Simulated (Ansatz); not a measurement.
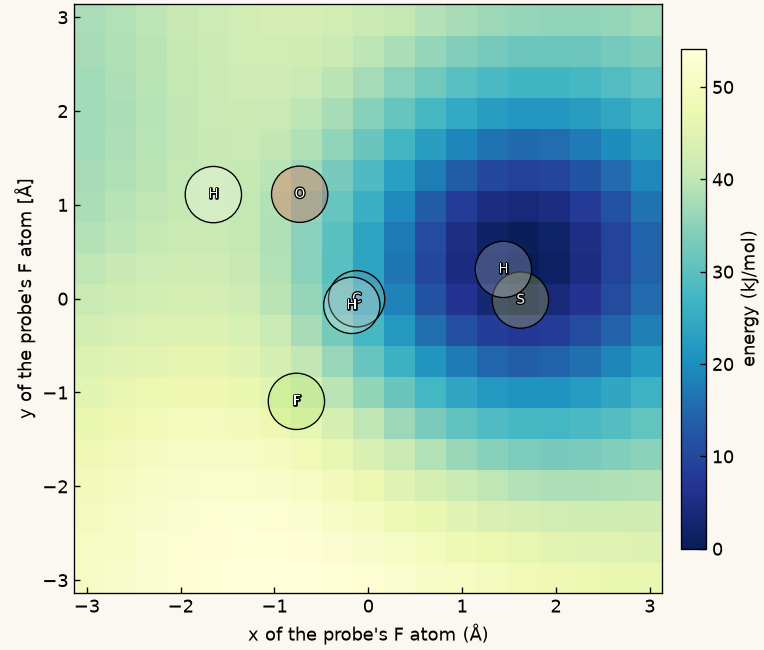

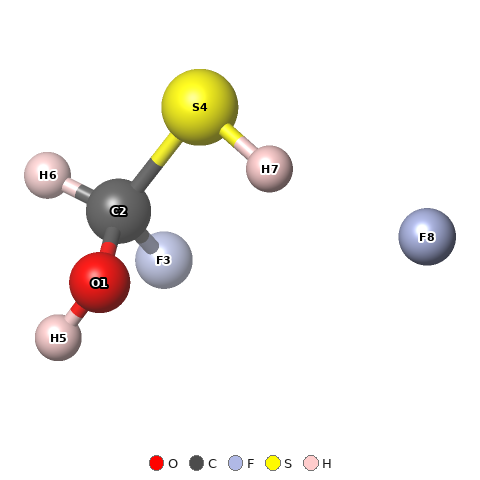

Energy landscape of CH₃FOS (SMILES OC(F)S) with the probe F-. The probe is moved over a plane parallel to the molecule's main plane, 3.68 Å above it. First axis: x of the probe's F atom. Second axis: y of the probe's F atom. Nothing is relaxed (molecule and probe rigid). The grid has 19 × 19 points. Points are written as (first, second). Energies: kJ/mol, counted from the lowest grid point. All numbers below come from RHF/def2-SVPD (Ansatz).

In the figure: one coloured cell a grid point, labelled circles for the molecule's atoms, projected on the plane. The second picture is the structure at the lowest point.

Summarise what can be read from the map.

The lowest grid point is at (1.65 Å, 0.33 Å) [nearest 1 H at 2.31 Å]. It is the only kind of minimum in the scanned range. The highest grid point, (−0.99 Å, −2.97 Å), lies 54.1 kJ/mol above the lowest. Near the minimum the curvatures are about 0.24 and 0.29 eV/Å² along the soft and the stiff direction.

The values on the grid:

| y of the probe's F atom ↓, x of the probe's F atom → | −2.97 | −2.31 | −1.65 | −0.99 | −0.33 | 0.33 | 0.99 | 1.65 | 2.31 | 2.97 |
| --- | --- | --- | --- | --- | --- | --- | --- | --- | --- | --- |
| 2.97 | 37.8 | 39.6 | 41.6 | 42.8 | 42.4 | 40.2 | 37.6 | 35.8 | 35.5 | 36.6 |
| 2.31 | 37.2 | 39.2 | 41.2 | 41.7 | 39.5 | 34.8 | 29.8 | 27.0 | 27.6 | 30.4 |
| 1.65 | 37.2 | 39.1 | 40.8 | 40.1 | 35.4 | 27.1 | 18.9 | 15.2 | 17.2 | 22.8 |
| 0.99 | 38.1 | 39.8 | 40.8 | 38.6 | 31.2 | 19.4 | 8.2 | 3.8 | 7.7 | 16.1 |
| 0.33 | 39.9 | 41.5 | 41.8 | 38.5 | 29.8 | 16.7 | 4.5 | 0.0 | 4.7 | 14.0 |
| −0.33 | 42.6 | 44.1 | 44.3 | 41.0 | 33.0 | 21.6 | 11.2 | 7.3 | 10.7 | 18.1 |
| −0.99 | 45.4 | 47.1 | 47.6 | 45.3 | 39.5 | 31.4 | 24.0 | 20.7 | 22.0 | 26.3 |
| −1.65 | 47.9 | 49.8 | 50.8 | 49.7 | 46.2 | 41.1 | 36.4 | 33.6 | 33.4 | 35.0 |
| −2.31 | 49.6 | 51.5 | 52.8 | 52.7 | 51.0 | 48.2 | 45.1 | 43.0 | 42.0 | 42.0 |
| −2.97 | 50.5 | 52.3 | 53.7 | 54.1 | 53.5 | 52.0 | 50.2 | 48.6 | 47.4 | 46.7 |

The table holds every second grid line.

Each point was launched as `ansatz run input.yaml --threads 1 --pin off --max-ram 2560MiB --backend cpu --events-out ev --progress --plain --runs-dir out`. Time for the 361 points that were run: 40 min on 1 thread of Arm Neoverse N1 (shared host).
